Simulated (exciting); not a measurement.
## Electron–core-hole interaction in the O K spectrum of TiO2 (Rutile)

Wanted: the near-edge spectrum and the bound core excitons at the O K edge of TiO2 (Rutile).

Program: exciting sodium. Level of theory: X-ray absorption, core-level Bethe-Salpeter equation, exchange and statically screened direct term, Tamm-Dancoff, all-electron LAPW+lo PBE. Results are calculated unless marked as measured.

## 1. Set-up

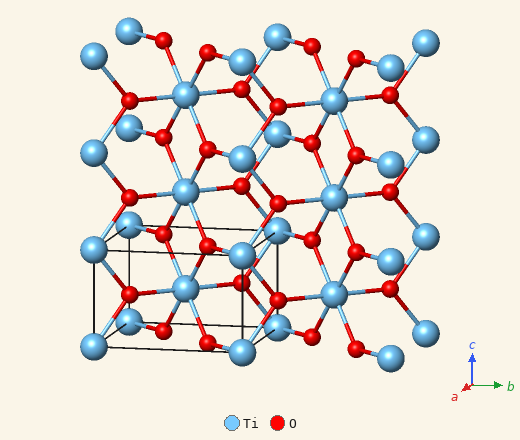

The starting structure, seen slightly off an axis (titanium blue, oxygen red). 1×2×3 cells are drawn. Some periodic images of atoms are drawn too.

Coordinates:

```cif
data_structure
_symmetry_space_group_name_H-M 'P4_2/mnm'
_symmetry_Int_Tables_number 136
_cell_length_a 4.5922
_cell_length_b 4.5922
_cell_length_c 2.9574
_cell_angle_alpha 90.000
_cell_angle_beta 90.000
_cell_angle_gamma 90.000
_cell_volume 62.37
loop_
_atom_site_label
_atom_site_type_symbol
_atom_site_symmetry_multiplicity
_atom_site_Wyckoff_symbol
_atom_site_fract_x
_atom_site_fract_y
_atom_site_fract_z
_atom_site_occupancy
Ti1 Ti 2 a 0.50000 0.50000 0.50000 1
O1 O 4 f 0.80496 0.19504 0.50000 1
```

Differences between curves are given as r.m.s. difference over r.m.s. height.

## 2. The self-consistent potential

The species files are the program's own, with muffin-tin radii set in the input.

input.xml reads:

```
<input>
  <title>TiO2</title>
  <structure speciespath="." autormt="false" epslat="1.0e-5">
    <crystal>
      <basevect>8.6780003079 0.0000000000 0.0000000000</basevect>
      <basevect>0.0000000000 8.6780003079 0.0000000000</basevect>
      <basevect>0.0000000000 0.0000000000 5.5886760399</basevect>
    </crystal>
    <species speciesfile="Ti.xml" rmt="2.069">
      <atom coord="0.5000000000 0.5000000000 0.5000000000"/>
      <atom coord="0.0000000000 0.0000000000 0.0000000000"/>
    </species>
    <species speciesfile="O.xml" rmt="1.500">
      <atom coord="0.8049600000 0.1950400000 0.5000000000"/>
      <atom coord="0.6950400000 0.6950400000 0.0000000000"/>
      <atom coord="0.1950400000 0.8049600000 0.5000000000"/>
      <atom coord="0.3049600000 0.3049600000 0.0000000000"/>
    </species>
  </structure>
  <groundstate do="fromscratch" xctype="GGA_PBE" ngridk="4 4 5" rgkmax="7" gmaxvr="14" nempty="8" swidth="0.001" maxscl="100" epsengy="1e-5"/>
</input>
```

Started as:

```console
$ OMP_NUM_THREADS=1 mpirun -n 4 exciting
```

Numbers of over 12 decimals in the logs are rounded to 6 here.

The log of the run:

```text
EXCITING SODIUM started
********************************************************************************
* Ground-state run starting from atomic densities                              *
********************************************************************************
+ Starting initialization                                                      +
[... lattice and species ...]
 Spin treatment                             :    spin-unpolarised
 Number of Bravais lattice symmetries       :      16
[...]
+ Self-consistent loop stopped                                                 +
 STATE.OUT is written
********************************************************************************
* Groundstate module stopped                                                   *
********************************************************************************
 Total time spent (seconds)                 :        70.63
- CAUTION! Warnings have been written in file WARNING.OUT !                    -
| EXCITING SODIUM stopped                                                      =
[key lines of the parts left out:]
Total energy                               :     -2009.04335972
Fermi energy                               :         0.24184788
```

Wall time 72 s (4 MPI ranks of Arm Neoverse V2, shared host).

The warnings file holds hints only, no warning.

The mesh shows a gap of 1.89 eV. Core levels (Dirac, from the valence top):

```csv
atom,level,energy (eV)
Ti,1s1/2,-4862.2
Ti,2s1/2,-531.7
Ti,2p1/2,-442.8
Ti,2p3/2,-437.0
O,1s1/2,-504.5
```

## 3. A richer basis for the empty states

Each species file gets more local orbitals, built from u and its energy derivative at 0.15 Ha and u at 0.9 Ha.

input.xml is that of step 2.

SPECIES.xml, added lines reads:

```
<lo l="L">  <!-- L = 0, 1, 2 -->
  <wf matchingOrder="0" trialEnergy="0.1500" searchE="false"/>
  <wf matchingOrder="1" trialEnergy="0.1500" searchE="false"/>
  <wf matchingOrder="0" trialEnergy="0.9000" searchE="false"/>
</lo>
```

Started as:

```console
$ OMP_NUM_THREADS=1 mpirun -n 4 exciting
```

The log of the run:

```text
EXCITING SODIUM started
********************************************************************************
* Ground-state run starting from atomic densities                              *
********************************************************************************
+ Starting initialization                                                      +
[... lattice and species ...]
 Spin treatment                             :    spin-unpolarised
 Number of Bravais lattice symmetries       :      16
[...]
+ Self-consistent loop stopped                                                 +
 STATE.OUT is written
********************************************************************************
* Groundstate module stopped                                                   *
********************************************************************************
 Total time spent (seconds)                 :        77.82
- CAUTION! Warnings have been written in file WARNING.OUT !                    -
| EXCITING SODIUM stopped                                                      =
[key lines of the parts left out:]
Total energy                               :     -2009.04595958
Fermi energy                               :         0.24260203
```

Elapsed: 80 s, on 4 MPI ranks.

Against the first ground state the total energy moves by -12 meV an atom and the gap by 0.00 eV.

## 4. Screening, kernels and BSE for O atom 3

The absorber has nearest neighbours 2 Ti at 1.95 Å and 1 Ti at 1.98 Å (site symmetry m2m).

input.xml: that of step 3 with these lines changed.

```diff
@@ -19,3 +19,20 @@
   </structure>
-  <groundstate do="fromscratch" xctype="GGA_PBE" ngridk="4 4 5" rgkmax="7" gmaxvr="14" nempty="8" swidth="0.001" maxscl="100" epsengy="1e-5"/>
+  <groundstate do="skip" xctype="GGA_PBE" ngridk="4 4 5" rgkmax="7" gmaxvr="14" nempty="8" swidth="0.001" maxscl="100" epsengy="1e-5"/>
+  <xs xstype="BSE" ngridk="3 3 5" ngridq="3 3 5" vkloff="0.097 0.273 0.493" rgkmax="7" nempty="37" gqmax="3" lmaxapwwf="5" lmaxemat="2" broad="0.01654" tevout="true">
+    <energywindow intv="18.166 19.783" points="439"/>
+    <screening screentype="full" nempty="58"/>
+    <BSE xas="true" xasspecies="2" xasatom="1" xasedge="K" bsetype="singlet" nstlxas="1 33"/>
+    <qpointset>
+      <qpoint>0 0 0</qpoint>
+    </qpointset>
+    <plan>
+      <doonly task="xsgeneigvec"/>
+      <doonly task="writepmatxs"/>
+      <doonly task="scrgeneigvec"/>
+      <doonly task="scrwritepmat"/>
+      <doonly task="screen"/>
+      <doonly task="scrcoulint"/>
+      <doonly task="exccoulint"/>
+    </plan>
+  </xs>
 </input>
```

input.xml for the last start (plan only) reads:

```
  <plan>
    <doonly task="bse"/>
  </plan>
```

Started as:

```console
$ OMP_NUM_THREADS=1 mpirun -n 4 exciting
$ OMP_NUM_THREADS=4 exciting
```

The log of the run:

```text
| EXCITING SODIUM started for task xsgeneigvec ( 301)                          =
One-shot GS runs for BSE calculations
One-shot GS runs for k+qmt/2 grids
Info(xsgeneigvec): Generating eigenvectors for Q-point      1
Info(xsgeneigvec): Generation of eigenvectors finished
| EXCITING SODIUM started for task writepmatxs ( 320)                          =
Info(writepmatxs): Momentum matrix elements finished
| EXCITING SODIUM started for task scrgeneigvec ( 401)                         =
One-shot GS runs for BSE calculations
One-shot GS runs for k+qmt/2 grids
[...]
Info(setup_bse_block): Setting up RR part of hamiltonian
Info(setup_bse_block): Singlet spin state
Info(bse): Diagonalizing RR Hamiltonian (TDA)
Info(bse): Invoking Lapack routine ZHEEVR
      2970 eigen solutions found in the interval:
         i1=       1 i2=    2970
Info(bse): Writing excition energies and oscillator strengths to text file.
Info(makespectrum_dist): Making spectrum using formula for coupling with time reversed AR basis.
Info(makespectrum_dist): Using formalism for vanishing momentum transfer.
Info(writederived): Writing quantities derived from the macroscopic dielectric function.
Info(bselauncher): Spectrum finished for iqmt=  1
Info(bselauncher): All done for BSE type singlet
```

It took 10 min on 4 MPI ranks.

Wall time by task: xsgeneigvec 12 s, writepmatxs 5.6 s, scrgeneigvec 12 s, scrwritepmat 4.3 s, screen 2.1 min, scrcoulint 3.1 min, exccoulint 4.2 min, bse 11 s.

The O K spectrum of O atom 3 (energy from the Kohn–Sham onset, core level to the lowest empty state found on the meshes used, 506.32 eV; the ground-state mesh sets it, and the shifted mesh has its lowest transition 0.09 eV above it; Im ε scaled to the maximum of the singlet run; cut below the end of the band set):

```csv
E (eV),isotropic,ε ⊥ c,ε ∥ c
-4.0,0.03,0.03,0.02
-3.0,0.04,0.05,0.03
-2.0,0.09,0.11,0.07
-1.0,0.38,0.45,0.23
0.0,0.87,0.98,0.66
1.0,0.38,0.40,0.34
2.0,0.50,0.38,0.75
3.0,0.64,0.59,0.75
4.0,0.28,0.28,0.29
5.0,0.12,0.12,0.11
6.0,0.08,0.08,0.09
7.0,0.14,0.15,0.13
8.0,0.28,0.26,0.32
9.0,0.40,0.39,0.40
10.0,0.39,0.32,0.51
11.0,0.37,0.34,0.42
12.0,0.57,0.53,0.65
13.0,0.44,0.46,0.42
14.0,0.35,0.41,0.25
15.0,0.42,0.47,0.33
16.0,0.23,0.25,0.19
17.0,0.16,0.17,0.12
18.0,0.11,0.12,0.10
19.0,0.11,0.11,0.10
20.0,0.15,0.13,0.19
21.0,0.16,0.15,0.20
22.0,0.16,0.18,0.11
23.0,0.23,0.28,0.13
24.0,0.21,0.24,0.15
```

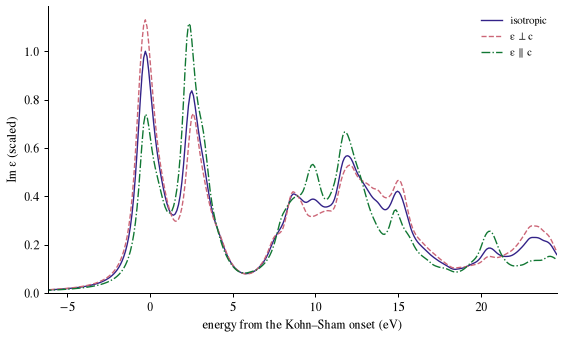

The O K edge of O atom 3.

Maxima (height): -0.3 eV (1.00), 2.5 eV (0.84), 8.7 eV (0.41), 9.9 eV (0.39), 12.0 eV (0.57), 15.0 eV (0.42) and 23.2 eV (0.23); 1 lower ones aren't listed.

The Hamiltonian has 2970 rows. The lowest groups of eigenvalues and the brightest ones, on the scale above (the program counts from the shifted mesh's onset, 0.09 eV higher). Core spinors bring spin-forbidden partners, so dark means forbidden by spin or by symmetry, and the shifted mesh splits states that symmetry would keep together:

```csv
energy (eV),states within 10 meV,relative strength
-0.640,1,dark
-0.628,1,0.48
-0.495,2,0.34
-0.483,2,0.0019
-0.320,2,dark
-0.309,1,0.47
-0.287,1,1.00
2.313,1,0.80
2.565,1,0.90
8.583,2,0.29
```

## 5. Independent particles

input.xml: that of step 4 with these lines changed.

```diff
@@ -23,3 +23,3 @@
     <screening screentype="full" nempty="58"/>
-    <BSE xas="true" xasspecies="2" xasatom="1" xasedge="K" bsetype="singlet" nstlxas="1 33"/>
+    <BSE xas="true" xasspecies="2" xasatom="1" xasedge="K" bsetype="IP" nstlxas="1 33"/>
     <qpointset>
@@ -28,9 +28,3 @@
     <plan>
-      <doonly task="xsgeneigvec"/>
-      <doonly task="writepmatxs"/>
-      <doonly task="scrgeneigvec"/>
-      <doonly task="scrwritepmat"/>
-      <doonly task="screen"/>
-      <doonly task="scrcoulint"/>
-      <doonly task="exccoulint"/>
+      <doonly task="bse"/>
     </plan>
```

Started as:

```console
$ OMP_NUM_THREADS=4 exciting
```

The log of the run:

```text
| EXCITING SODIUM started for task bse ( 445)                                  =
Info(bselauncher): Init time:    0.484237
Info(bselauncher): Setting up and diagonalizing BSE Hamiltonian.
Info(bselauncher): Using momentum transfer vectors from list :   1 to  1
Info(bselauncher): Distributing qmt-points over   1 processes.
Info(bselauncher): BSE type: IP
Info(bselauncher): Momentum transfer list index: iqmt=  1
Info(bselauncher): Momentum transfer: vqmtl=   0.000   0.000   0.000
Info(bse): Inspecting occupations...
Info(setranges_modxs): Number of non-reduced k-points:       45
[...]
highest unoccupied state:  57
  Opening gap with a scissor of:      0.000/H      0.000/eV
Info(select_transitions): Number of participating transitions:    2970
Info(bse): Selecting transitions...
Info(bse):bsegap (eV):   506.403707
Info(bse): IP requested, nothing much to do
Info(bse): Writing excition energies and oscillator strengths to text file.
Info(makespectrum_dist): Making spectrum using formula for coupling with time reversed AR basis.
Info(makespectrum_dist): Using formalism for vanishing momentum transfer.
Info(writederived): Writing quantities derived from the macroscopic dielectric function.
Info(bselauncher): Spectrum finished for iqmt=  1
Info(bselauncher): All done for BSE type IP
```

Run time: 1.5 s. Hardware: 4 threads.

Maxima (height): 1.4 eV (0.57), 4.5 eV (0.69), 10.5 eV (0.33), 13.5 eV (0.57) and 16.2 eV (0.60); 1 lower ones aren't listed. The spectrum differs from the singlet run by 65 % r.m.s. Moving the earlier curve by +1.6 eV leaves 27 %. The highest maximum lies at 4.5 eV (0.69), against -0.3 eV (1.00).

## 6. Exchange alone

input.xml: that of step 5 with these lines changed.

```diff
@@ -23,3 +23,3 @@
     <screening screentype="full" nempty="58"/>
-    <BSE xas="true" xasspecies="2" xasatom="1" xasedge="K" bsetype="IP" nstlxas="1 33"/>
+    <BSE xas="true" xasspecies="2" xasatom="1" xasedge="K" bsetype="RPA" nstlxas="1 33"/>
     <qpointset>
```

Started as:

```console
$ OMP_NUM_THREADS=4 exciting
```

The log of the run:

```text
| EXCITING SODIUM started for task bse ( 445)                                  =
Info(bselauncher): Init time:    0.483900
Info(bselauncher): Setting up and diagonalizing BSE Hamiltonian.
Info(bselauncher): Using momentum transfer vectors from list :   1 to  1
Info(bselauncher): Distributing qmt-points over   1 processes.
Info(bselauncher): BSE type: RPA
Info(bselauncher): Momentum transfer list index: iqmt=  1
Info(bselauncher): Momentum transfer: vqmtl=   0.000   0.000   0.000
Info(bse): Inspecting occupations...
Info(setranges_modxs): Number of non-reduced k-points:       45
[...]
Info(setup_bse_block): Setting up RR part of hamiltonian
Info(setup_bse_block): Using RPA approximation
Info(bse): Diagonalizing RR Hamiltonian (TDA)
Info(bse): Invoking Lapack routine ZHEEVR
      2970 eigen solutions found in the interval:
         i1=       1 i2=    2970
Info(bse): Writing excition energies and oscillator strengths to text file.
Info(makespectrum_dist): Making spectrum using formula for coupling with time reversed AR basis.
Info(makespectrum_dist): Using formalism for vanishing momentum transfer.
Info(writederived): Writing quantities derived from the macroscopic dielectric function.
Info(bselauncher): Spectrum finished for iqmt=  1
Info(bselauncher): All done for BSE type RPA
```

Run time: 12 s. Hardware: 4 threads.

Maxima (height): 1.4 eV (0.55), 4.5 eV (0.68), 10.6 eV (0.32), 13.5 eV (0.57) and 16.2 eV (0.61); 1 lower ones aren't listed. The spectrum differs from the independent-particle run by 3 % r.m.s.

## 7. Direct term alone

input.xml: that of step 6 with these lines changed.

```diff
@@ -23,3 +23,3 @@
     <screening screentype="full" nempty="58"/>
-    <BSE xas="true" xasspecies="2" xasatom="1" xasedge="K" bsetype="RPA" nstlxas="1 33"/>
+    <BSE xas="true" xasspecies="2" xasatom="1" xasedge="K" bsetype="triplet" nstlxas="1 33"/>
     <qpointset>
```

Started as:

```console
$ OMP_NUM_THREADS=4 exciting
```

The log of the run:

```text
| EXCITING SODIUM started for task bse ( 445)                                  =
Info(bselauncher): Init time:    0.484051
Info(bselauncher): Setting up and diagonalizing BSE Hamiltonian.
Info(bselauncher): Using momentum transfer vectors from list :   1 to  1
Info(bselauncher): Distributing qmt-points over   1 processes.
Info(bselauncher): BSE type: triplet
Info(bselauncher): Momentum transfer list index: iqmt=  1
Info(bselauncher): Momentum transfer: vqmtl=   0.000   0.000   0.000
Info(bse): Inspecting occupations...
[...]
Info(setup_bse_block): Setting up RR part of hamiltonian
Info(setup_bse_block): Triplet spin state
Info(bse): Diagonalizing RR Hamiltonian (TDA)
Info(bse): Invoking Lapack routine ZHEEVR
      2970 eigen solutions found in the interval:
         i1=       1 i2=    2970
Info(bse): Writing excition energies and oscillator strengths to text file.
Info(makespectrum_dist): Making spectrum using formula for coupling with time reversed AR basis.
Info(makespectrum_dist): Using formalism for vanishing momentum transfer.
Info(writederived): Writing quantities derived from the macroscopic dielectric function.
Info(bselauncher): Spectrum finished for iqmt=  1
Info(bselauncher): All done for BSE type triplet
```

Elapsed: 12 s, on 4 threads.

Maxima (height): -0.3 eV (1.03), 2.4 eV (0.85), 8.7 eV (0.42), 11.9 eV (0.56) and 15.0 eV (0.41); 3 lower ones aren't listed. Against the singlet run the r.m.s. difference is 4 %.

## 8. Broadening

Changed against the first singlet run: half width (eV) from 0.45 to 1.35.

input.xml: that of step 7 with these lines changed.

```diff
@@ -20,6 +20,6 @@
   <groundstate do="skip" xctype="GGA_PBE" ngridk="4 4 5" rgkmax="7" gmaxvr="14" nempty="8" swidth="0.001" maxscl="100" epsengy="1e-5"/>
-  <xs xstype="BSE" ngridk="3 3 5" ngridq="3 3 5" vkloff="0.097 0.273 0.493" rgkmax="7" nempty="37" gqmax="3" lmaxapwwf="5" lmaxemat="2" broad="0.01654" tevout="true">
+  <xs xstype="BSE" ngridk="3 3 5" ngridq="3 3 5" vkloff="0.097 0.273 0.493" rgkmax="7" nempty="37" gqmax="3" lmaxapwwf="5" lmaxemat="2" broad="0.04961" tevout="true">
     <energywindow intv="18.166 19.783" points="439"/>
     <screening screentype="full" nempty="58"/>
-    <BSE xas="true" xasspecies="2" xasatom="1" xasedge="K" bsetype="triplet" nstlxas="1 33"/>
+    <BSE xas="true" xasspecies="2" xasatom="1" xasedge="K" bsetype="singlet" nstlxas="1 33"/>
     <qpointset>
```

Started as:

```console
$ OMP_NUM_THREADS=4 exciting
```

The log of the run:

```text
| EXCITING SODIUM started for task bse ( 445)                                  =
Info(bselauncher): Init time:    0.482207
Info(bselauncher): Setting up and diagonalizing BSE Hamiltonian.
Info(bselauncher): Using momentum transfer vectors from list :   1 to  1
Info(bselauncher): Distributing qmt-points over   1 processes.
Info(bselauncher): BSE type: singlet
Info(bselauncher): Momentum transfer list index: iqmt=  1
Info(bselauncher): Momentum transfer: vqmtl=   0.000   0.000   0.000
Info(bse): Inspecting occupations...
[...]
Info(setup_bse_block): Setting up RR part of hamiltonian
Info(setup_bse_block): Singlet spin state
Info(bse): Diagonalizing RR Hamiltonian (TDA)
Info(bse): Invoking Lapack routine ZHEEVR
      2970 eigen solutions found in the interval:
         i1=       1 i2=    2970
Info(bse): Writing excition energies and oscillator strengths to text file.
Info(makespectrum_dist): Making spectrum using formula for coupling with time reversed AR basis.
Info(makespectrum_dist): Using formalism for vanishing momentum transfer.
Info(writederived): Writing quantities derived from the macroscopic dielectric function.
Info(bselauncher): Spectrum finished for iqmt=  1
Info(bselauncher): All done for BSE type singlet
```

Elapsed: 12 s, on 4 threads.

Against the singlet run the r.m.s. difference is 31 %. The highest maximum lies at 0.0 eV (0.50), against -0.3 eV (1.00). Only the width of each line changes; the area stays. A table step wider than the lines misses their tops.

```csv
E (eV),first run,this run
-11.0,0.00,0.01
-10.0,0.01,0.02
-9.0,0.01,0.02
-8.0,0.01,0.02
-7.0,0.01,0.03
-6.0,0.01,0.04
-5.0,0.02,0.05
-4.0,0.03,0.07
-3.0,0.04,0.11
-2.0,0.09,0.20
-1.0,0.38,0.37
0.0,0.87,0.50
1.0,0.38,0.44
2.0,0.50,0.46
3.0,0.64,0.45
4.0,0.28,0.32
5.0,0.12,0.22
6.0,0.08,0.18
7.0,0.14,0.21
8.0,0.28,0.28
9.0,0.40,0.33
10.0,0.39,0.35
11.0,0.37,0.38
12.0,0.57,0.42
13.0,0.44,0.39
14.0,0.35,0.35
15.0,0.42,0.32
16.0,0.23,0.25
17.0,0.16,0.19
18.0,0.11,0.15
19.0,0.11,0.14
20.0,0.15,0.15
21.0,0.16,0.16
22.0,0.16,0.17
23.0,0.23,0.18
24.0,0.21,0.17
```

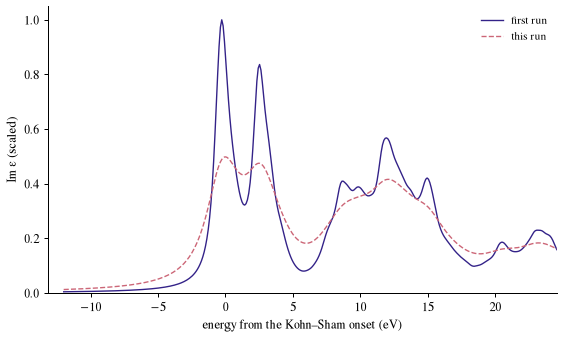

This run beside the first singlet run.

(Continued in part 2 of 2.)

[Banner, clock and machine lines of the logs are left out without a mark of their own.]

[Logs are printed without paths, hosts, clocks, repeated set-up lines and the standing remarks that a program may print on its own settings, such as how far it seeks lower states.]

[Hosts, paths, dates, database ids (printed as entryN), source tags and the programs' standing remarks are cut or masked in the printed files.]
